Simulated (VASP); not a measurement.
Band structure of AlP (space group F-43m). Method: PBEsol GGA, VASP's PBE PAW potentials (set 64) (plane waves; VASP).

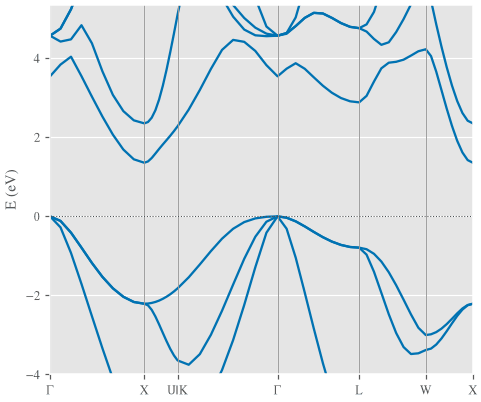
Figure: Bands along high-symmetry lines, zero at the valence-band maximum or, without a gap, the Fermi level

**Question.** Read the plot: is there a gap, and where are the band edges?

**Answer.** The gap is indirect, 1.36 eV, from the valence maximum at Γ to the conduction minimum at X.

The structure is a typed AlP crystal. The cell was not relaxed at this level.
